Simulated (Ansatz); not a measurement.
## Run report: CH$_{4}$INSi, geometry relaxation

CH$_{4}$INSi, SMILES N=C([SiH3])I, computed with RKS PBE-D4/def2-SVP (Ansatz 0.2.0).

The geometry: force-field start. Figures and captions count atoms from 1; the log counts them from 0 in places.

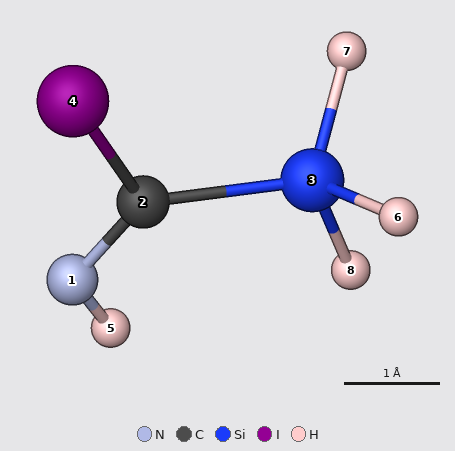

Figure 1. The input geometry (ball-and-stick view, seen at a tilt; atoms are numbered from 1 in the order of the input). Bond lengths as drawn: C–I 2.02 Å, C–N 1.26 Å, C–Si 1.84 Å, H–N 0.99 Å and H–Si 1.47 to 1.55 Å.

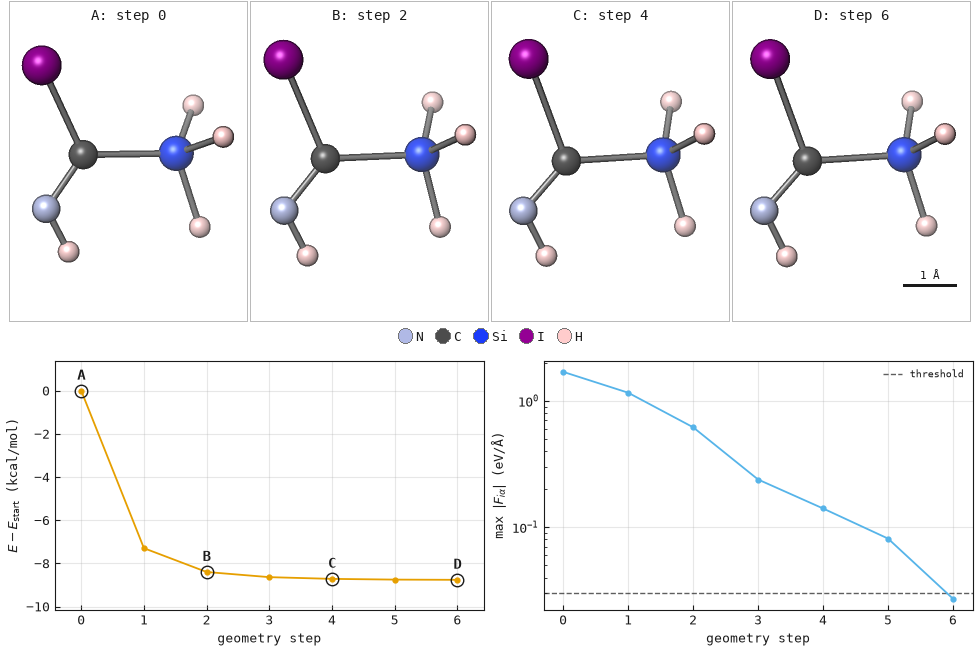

Figure 2. Frames of the relaxation (ball-and-stick view, seen at a tilt) above the curves, on which the letters mark them (the first geometry is step 0 here and step 1 in the log).

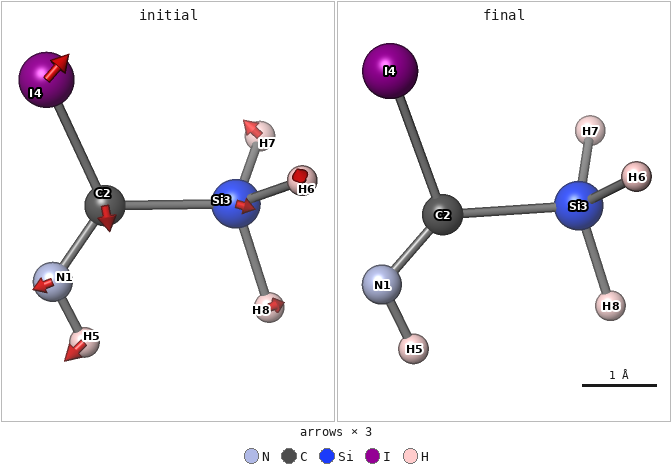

Figure 3. Before (left) and after (right) the relaxation, at one scale (ball-and-stick view, seen at a tilt). The red arrows give the displacements, magnified 3 times. The energy falls by 8.76 kcal/mol in 6 geometry steps. The largest force component goes from 1.7 to 0.027 eV/Å. I4 moves most after the best rigid fit: 0.16 Å. Largest moves by element: I 0.16 Å, H 0.13 Å, C 0.13 Å, N 0.10 Å, Si 0.10 Å. Among the contacts that change: C2–I4 2.022 → 2.203 Å, C2–Si3 1.844 → 1.911 Å, N1–H5 0.994 → 1.038 Å, Si3–H8 1.551 → 1.508 Å. Among the angles that change: N1–C2–Si3 123.0° → 132.5°, Si3–C2–I4 117.5° → 109.7°, H6–Si3–H8 104.2° → 110.5°. (Atoms are counted from 1 in the order of the input.)

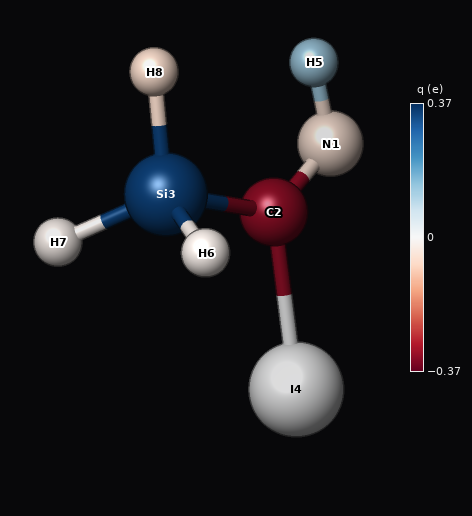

Figure 4. Mulliken charges, as the colour of each atom (ball-and-stick view, seen at a tilt; atoms are numbered from 1 in the order of the input; Mulliken charges depend strongly on the basis). By element: N −0.05, C −0.32, Si +0.35, I 0.00 and H −0.06 to +0.13 e.

The input and output of the run follow.

The input:
```yaml
crystal:
  periodic: [false, false, false]
  atoms:
    - {symbol: N, position_ang: [-0.396600, 1.532200, -0.897600]}
    - {symbol: C, position_ang: [-0.589200, 0.318700, -0.634600]}
    - {symbol: Si, position_ang: [0.418300, -0.614900, 0.595400]}
    - {symbol: I, position_ang: [-2.000800, -0.706400, -1.656800]}
    - {symbol: H, position_ang: [0.311700, 1.999100, -0.379200]}
    - {symbol: H, position_ang: [1.202000, -1.720100, -0.022500]}
    - {symbol: H, position_ang: [-0.346800, -1.176600, 1.717200]}
    - {symbol: H, position_ang: [1.493400, 0.310800, 1.222200]}
basis:
  gaussian: {orbitals: def2-SVP}
hamiltonian: {xc: pbe, dispersion: d4}
relax: {f_tol: 0.03, max_steps: 200}
```

Launched with:
```bash
ansatz run in.yaml --threads 4 --pin off --events-out ev --progress --plain --max-ram 10444MiB
```

The program's output:
```
Functional definition: PBE
  name "PBE"
  cite "Perdew, Burke & Ernzerhof, Phys. Rev. Lett. 77, 3865 (1996) doi:10.1103/PhysRevLett.77.3865"
  parent pbe
  parameter kappa = 0.804
  parameter beta = 0.06672455060314922
  exchange = pbe_x(kappa = kappa, mu = beta*pi^2/3)
  correlation = pbe_c(beta = beta)
1074 factors; their error is unknown
mean field evaluation 1: about -18544.5877 eV, gradient 7.1e1 eV
mean field evaluation 2: about -18453.6724 eV, gradient 1.6e2 eV
mean field evaluation 4: about -18553.7021 eV, gradient 4.0e1 eV
mean field evaluation 8: about -18557.3340 eV, gradient 2.8e-1 eV
mean field evaluation 16: about -18557.2767 eV, gradient 2.7e-4 eV
mean field -18557.27665327 eV, -681.9673384337 hartree, gradient 1.9e-5 eV, S^2 0.000000; 0 other end points of the search recorded, 0 dependent functions left out
the calculation of the forces begins
reference -18557.27668582 eV, -681.9673396299 hartree; 28, 28 occupied and 64, 64 virtual orbitals, 1074 factors
relax step   1: F+E_penalty+E_count = -18557.49074704 eV  Δ(F+E_penalty+E_count) = +0.000e0 eV  max|allowed force component| = 1.698e0 eV/Å  Δτ_max = 0.0000 Å  (28 SCF iters, accepted)
these checks for a lower state are left out or cut short: starts, cluster_reference, orbital_swaps, neighbouring_geometries, increment
1074 factors; their error is unknown
mean field -18557.59656599 eV, -681.9790950093 hartree, gradient 8.5e-6 eV, S^2 0.000000; 0 other end points of the search recorded, 0 dependent functions left out
the calculation of the forces begins
reference -18557.59659886 eV, -681.9790962175 hartree; 28, 28 occupied and 64, 64 virtual orbitals, 1074 factors
relax step   2: F+E_penalty+E_count = -18557.80703193 eV  Δ(F+E_penalty+E_count) = -3.163e-1 eV  max|allowed force component| = 1.161e0 eV/Å  Δτ_max = 0.0945 Å  (31 SCF iters, accepted)
these checks for a lower state are left out or cut short: starts, cluster_reference, orbital_swaps, neighbouring_geometries, increment
1074 factors; their error is unknown
mean field evaluation 32: about -18557.6460 eV, gradient 2.1e-5 eV
mean field -18557.64597006 eV, -681.9809105755 hartree, gradient 2.1e-5 eV, S^2 0.000000; 0 other end points of the search recorded, 0 dependent functions left out
the calculation of the forces begins
reference -18557.64600319 eV, -681.9809117931 hartree; 28, 28 occupied and 64, 64 virtual orbitals, 1074 factors
relax step   3: F+E_penalty+E_count = -18557.85485573 eV  Δ(F+E_penalty+E_count) = -4.782e-2 eV  max|allowed force component| = 6.186e-1 eV/Å  Δτ_max = 0.0550 Å  (30 SCF iters, accepted)
these checks for a lower state are left out or cut short: starts, cluster_reference, orbital_swaps, neighbouring_geometries, increment
1074 factors; their error is unknown
mean field -18557.65591399 eV, -681.9812760082 hartree, gradient 1.6e-5 eV, S^2 0.000000; 0 other end points of the search recorded, 0 dependent functions left out
the calculation of the forces begins
reference -18557.65594712 eV, -681.9812772256 hartree; 28, 28 occupied and 64, 64 virtual orbitals, 1074 factors
relax step   4: F+E_penalty+E_count = -18557.86520037 eV  Δ(F+E_penalty+E_count) = -1.034e-2 eV  max|allowed force component| = 2.387e-1 eV/Å  Δτ_max = 0.0639 Å  (31 SCF iters, accepted)
these checks for a lower state are left out or cut short: starts, cluster_reference, orbital_swaps, neighbouring_geometries, increment
1074 factors; their error is unknown
mean field -18557.65888228 eV, -681.9813850909 hartree, gradient 2.4e-5 eV, S^2 0.000000; 0 other end points of the search recorded, 0 dependent functions left out
the calculation of the forces begins
reference -18557.65891542 eV, -681.9813863089 hartree; 28, 28 occupied and 64, 64 virtual orbitals, 1074 factors
relax step   5: F+E_penalty+E_count = -18557.86866503 eV  Δ(F+E_penalty+E_count) = -3.465e-3 eV  max|allowed force component| = 1.408e-1 eV/Å  Δτ_max = 0.0375 Å  (30 SCF iters, accepted)
these checks for a lower state are left out or cut short: starts, cluster_reference, orbital_swaps, neighbouring_geometries, increment
1074 factors; their error is unknown
mean field -18557.66012017 eV, -681.9814305825 hartree, gradient 2.4e-5 eV, S^2 0.000000; 0 other end points of the search recorded, 0 dependent functions left out
the calculation of the forces begins
reference -18557.66015332 eV, -681.9814318007 hartree; 28, 28 occupied and 64, 64 virtual orbitals, 1074 factors
relax step   6: F+E_penalty+E_count = -18557.87012807 eV  Δ(F+E_penalty+E_count) = -1.463e-3 eV  max|allowed force component| = 8.136e-2 eV/Å  Δτ_max = 0.0211 Å  (31 SCF iters, accepted)
these checks for a lower state are left out or cut short: starts, cluster_reference, orbital_swaps, neighbouring_geometries, increment
1074 factors; their error is unknown
mean field -18557.66052991 eV, -681.9814456402 hartree, gradient 2.4e-5 eV, S^2 0.000000; 0 other end points of the search recorded, 0 dependent functions left out
the calculation of the forces begins
reference -18557.66056310 eV, -681.9814468598 hartree; 28, 28 occupied and 64, 64 virtual orbitals, 1074 factors
relax step   7: F+E_penalty+E_count = -18557.87057886 eV  Δ(F+E_penalty+E_count) = -4.508e-4 eV  max|allowed force component| = 2.718e-2 eV/Å  Δτ_max = 0.0141 Å  (31 SCF iters, accepted)
1074 factors; their error is unknown
mean field evaluation 64: about -18548.2814 eV, gradient 6.1e1 eV
mean field -18557.66052991 eV, -681.9814456402 hartree, gradient 2.5e-5 eV, S^2 0.000000; 1 other end points of the search recorded, 0 dependent functions left out
the calculation of the forces begins
reference -18557.66056310 eV, -681.9814468598 hartree; 28, 28 occupied and 64, 64 virtual orbitals, 1074 factors
Total energy: -18557.87061205 eV, -681.9891660162 hartree
Atom 0 at    -0.433984     1.615996    -0.940625 Å, force     0.007969     0.027177    -0.002254 eV/Å
Atom 1 at    -0.498401     0.403114    -0.607925 Å, force     0.022240    -0.014141     0.024230 eV/Å
Atom 2 at     0.493644    -0.647979     0.642524 Å, force    -0.005738     0.019999    -0.011036 eV/Å
Atom 3 at    -2.016728    -0.851146    -1.595219 Å, force    -0.013976    -0.010643    -0.008819 eV/Å
Atom 4 at     0.309658     2.120589    -0.421887 Å, force    -0.009340    -0.019111    -0.002016 eV/Å
Atom 5 at     1.170595    -1.766677    -0.091608 Å, force     0.000308     0.001824     0.001126 eV/Å
Atom 6 at    -0.448153    -1.188649     1.676666 Å, force     0.001728     0.000428    -0.000124 eV/Å
Atom 7 at     1.515370     0.257552     1.282174 Å, force    -0.003191    -0.005533    -0.001107 eV/Å
Dipole moment:     0.396325     0.011317     0.359711 e Å
```

Trajectory as extended XYZ (Å, eV, eV/Å), 7 frames, from step=1 to step=7:
```
8
Properties=species:S:1:pos:R:3:forces:R:3 step=1 energy=-18557.49075
N    -0.3966    1.5322   -0.8976   -1.4816   0.6837  -1.5960
C    -0.5892    0.3187   -0.6346    1.2835   0.9446   0.8309
Si    0.4183   -0.6149    0.5954    1.6714  -0.2642   1.1076
I    -2.0008   -0.7064   -1.6568   -1.6982  -1.2995  -1.1520
H     0.3117    1.9991   -0.3792    1.3141   0.5431   1.0689
H     1.2020   -1.7201   -0.0225   -0.0151  -0.2344  -0.2745
H    -0.3468   -1.1766    1.7172   -0.5119  -0.2171   0.3681
H     1.4934    0.3108    1.2222   -0.5622  -0.1562  -0.3530
8
Properties=species:S:1:pos:R:3:forces:R:3 step=2 energy=-18557.80703
N    -0.3903    1.5721   -0.8871   -0.8436  -0.5409  -0.6570
C    -0.5379    0.3366   -0.6309    0.4047   1.1611   0.1303
Si    0.4679   -0.6336    0.6247    0.4859  -0.3035   0.3284
I    -2.0548   -0.7836   -1.6647   -0.2278  -0.1752  -0.1611
H     0.3477    2.0433   -0.3599    0.4077   0.0112   0.3840
H     1.1875   -1.7648   -0.0556    0.0130   0.0347   0.0073
H    -0.3884   -1.1933    1.7168   -0.1044   0.0056   0.0434
H     1.4602    0.3660    1.2008   -0.1355  -0.1929  -0.0753
8
Properties=species:S:1:pos:R:3:forces:R:3 step=3 energy=-18557.85486
N    -0.4115    1.5919   -0.9201   -0.2331  -0.3694  -0.0113
C    -0.5284    0.3678   -0.6105    0.2251   0.6186  -0.1357
Si    0.4904   -0.6499    0.6388   -0.0820  -0.1552   0.0743
I    -2.0603   -0.7972   -1.6588    0.0261  -0.0438   0.0549
H     0.3302    2.0825   -0.3871    0.0246  -0.1300   0.0430
H     1.2041   -1.7766   -0.0564   -0.0447   0.0624  -0.0001
H    -0.4118   -1.1964    1.7126    0.0409   0.0305  -0.0639
H     1.4793    0.3207    1.2254    0.0431  -0.0131   0.0388
8
Properties=species:S:1:pos:R:3:forces:R:3 step=4 energy=-18557.86520
N    -0.4325    1.6186   -0.9225    0.0781  -0.2387   0.0092
C    -0.5034    0.3930   -0.6217    0.0358   0.2184   0.1111
Si    0.4910   -0.6517    0.6415   -0.1072  -0.0155  -0.1152
I    -2.0372   -0.8399   -1.6172    0.0498   0.0554   0.0252
H     0.3322    2.1013   -0.4059   -0.1462  -0.0960  -0.0349
H     1.1869   -1.7714   -0.0766   -0.0167   0.0147   0.0154
H    -0.4364   -1.1948    1.6944    0.0344   0.0415  -0.0740
H     1.4915    0.2878    1.2520    0.0721   0.0203   0.0632
8
Properties=species:S:1:pos:R:3:forces:R:3 step=5 energy=-18557.86867
N    -0.4276    1.6143   -0.9469    0.0544   0.0065   0.1408
C    -0.4961    0.3991   -0.6175    0.0213   0.0050   0.0526
Si    0.4982   -0.6474    0.6419   -0.1105   0.0240  -0.0655
I    -2.0260   -0.8483   -1.5990    0.0384   0.0082  -0.0088
H     0.3041    2.1120   -0.3983   -0.0568  -0.0592  -0.1285
H     1.1718   -1.7717   -0.0869    0.0096   0.0078   0.0065
H    -0.4470   -1.1823    1.6778    0.0224   0.0077  -0.0088
H     1.5145    0.2671    1.2731    0.0212  -0.0001   0.0118
8
Properties=species:S:1:pos:R:3:forces:R:3 step=6 energy=-18557.87013
N    -0.4383    1.6153   -0.9385    0.0814   0.0442   0.0509
C    -0.5044    0.4019   -0.6056    0.0336  -0.0280  -0.0174
Si    0.4954   -0.6454    0.6425   -0.0308   0.0149  -0.0131
I    -2.0161   -0.8487   -1.6042   -0.0158  -0.0150   0.0105
H     0.3136    2.1080   -0.4167   -0.0657  -0.0053  -0.0331
H     1.1695   -1.7666   -0.0901    0.0046   0.0023  -0.0021
H    -0.4459   -1.1834    1.6778    0.0027  -0.0064   0.0127
H     1.5182    0.2617    1.2789   -0.0100  -0.0068  -0.0084
8
Properties=species:S:1:pos:R:3:forces:R:3 step=7 energy=-18557.87058
N    -0.4340    1.6160   -0.9406    0.0080   0.0272  -0.0023
C    -0.4984    0.4031   -0.6079    0.0222  -0.0141   0.0242
Si    0.4936   -0.6480    0.6425   -0.0057   0.0200  -0.0110
I    -2.0167   -0.8511   -1.5952   -0.0140  -0.0106  -0.0088
H     0.3097    2.1206   -0.4219   -0.0093  -0.0191  -0.0020
H     1.1706   -1.7667   -0.0916    0.0003   0.0018   0.0011
H    -0.4482   -1.1886    1.6767    0.0017   0.0004  -0.0001
H     1.5154    0.2576    1.2822   -0.0032  -0.0055  -0.0011
```

Results in brief:

```tsv
quantity	value
outcome	converged
total energy	−18557.8706 eV
mean-field energy	−18557.6606 eV
dispersion energy	−0.2100 eV
SCF solution under orbital rotations	stable
largest force (length of the vector) at the end	0.036 eV/Å
dipole moment	2.57 D
hardware	4 threads of Arm Neoverse V2, 23 GiB of memory available, shared host
wall time	8.5 s (CPU time 30 s)
peak memory	0.15 GiB
```
